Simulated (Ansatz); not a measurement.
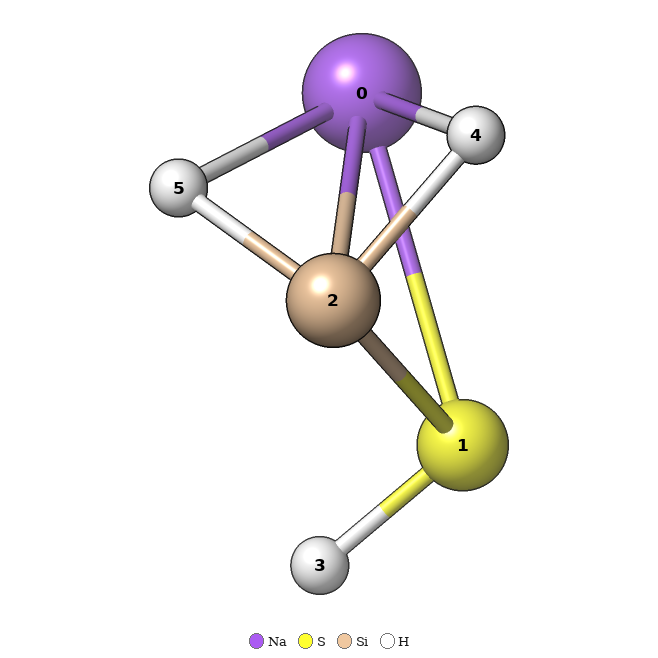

The picture shows the input geometry. Atoms are numbered from 0, in the order of the input.

Input file:

```yaml
crystal:
  periodic: [false, false, false]
  atoms:
    - {symbol: Na, position_ang: [-1.205392, -0.377310, 1.567109]}
    - {symbol: S, position_ang: [-1.904129, -0.052258, -0.964758]}
    - {symbol: Si, position_ang: [0.348855, 0.463884, -0.653545]}
    - {symbol: H, position_ang: [-1.717066, -1.180801, -1.665289]}
    - {symbol: H, position_ang: [-0.094356, 1.410628, 0.504425]}
    - {symbol: H, position_ang: [0.598934, -0.689844, 0.392489]}
basis:
  gaussian: {orbitals: def2-TZVPP}
hamiltonian: {xc: {name: wB97M-V}}
```

Command:

```sh
ansatz run in.yaml --threads 2 --pin off --events-out ev --progress --plain --max-ram 4352MiB
```

What the program printed:

```
Functional definition: wB97M-V
  name "wB97M-V"
  cite "Mardirossian & Head-Gordon, J. Chem. Phys. 144, 214110 (2016) doi:10.1063/1.4952647"
  cite "Becke, J. Chem. Phys. 107, 8554 (1997) doi:10.1063/1.475007"
  cite "Vydrov & Van Voorhis, J. Chem. Phys. 133, 244103 (2010) doi:10.1063/1.3521275"
  # Of w^i u^j: cxij and so on, Table III.
  parameter omega = 0.3/bohr
  parameter cx = 0.15
  parameter cx01 = 1.007
  parameter cx10 = 0.259
  parameter css00 = 0.443
  parameter css04 = -1.437
  parameter css10 = -4.535
  parameter css20 = -3.390
  parameter css43 = 4.278
  parameter cos00 = 1.000
  parameter cos10 = 1.358
  parameter cos20 = 2.924
  parameter cos21 = -8.812
  parameter cos60 = -1.390
  parameter cos61 = 9.142
  parameter b = 6.0
  parameter c = 0.01
  gx(w, u) = 1 - cx + cx01*u + cx10*w
  gss(w, u) = css00 + css04*u^4 + css10*w + css20*w^2 + css43*w^4*u^3
  gos(w, u) = cos00 + cos10*w + (cos20 + cos21*u)*w^2 + (cos60 + cos61*u)*w^6
  exchange = spin_sum(e_x_unif_sr(omega)*gx(b97_w, b97_u_x)) + cx*exact_x_sr(omega) + exact_x_lr(omega)
  correlation = spin_sum(e_c_pw_mod_same_spin*gss(b97_w, b97_u_same))
      + integral(e_c_pw_mod_opposite_spin*gos(b97_w_opposite, b97_u_opposite)) + vv10(b, c)
1036 factors; their error is unknown
285 factors; integrals over basis functions are off by at most 2.2e-5 eV
mean field evaluation 1: about -23176.6280 eV, gradient 1.6e1 eV
mean field evaluation 2: about -23177.2781 eV, gradient 9.7e0 eV
mean field evaluation 4: about -23177.4780 eV, gradient 4.4e-1 eV
mean field evaluation 8: about -23177.5030 eV, gradient 1.4e-1 eV
mean field evaluation 16: about -23177.5031 eV, gradient 9.0e-5 eV
mean field -23177.50306167 eV, -851.7575272407 hartree, gradient 2.6e-5 eV, S^2 0.000000; 0 other end points of the search recorded, 0 dependent functions left out
reference -23177.50313912 eV, -851.7575300868 hartree; 22, 22 occupied and 136, 136 virtual orbitals, 1036 factors
Total energy: -23177.50313912 eV, -851.7575300868 hartree
```
